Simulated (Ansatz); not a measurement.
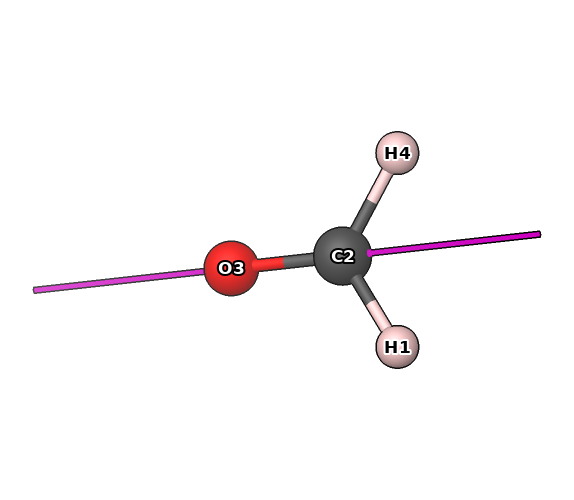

A line through the centre of mass is drawn in. Depth is shown by fading: the farther an atom, the more it takes the colour of the background. The geometry was computed by an optimisation with PBE0-D4/def2-TZVP.

Is the line a proper rotation axis of the structure, and of what order?

Yes, a C2 axis. A turn by 180° leaves C2, O3 in place and moves H1 ↔ H4. The point group is C2v.
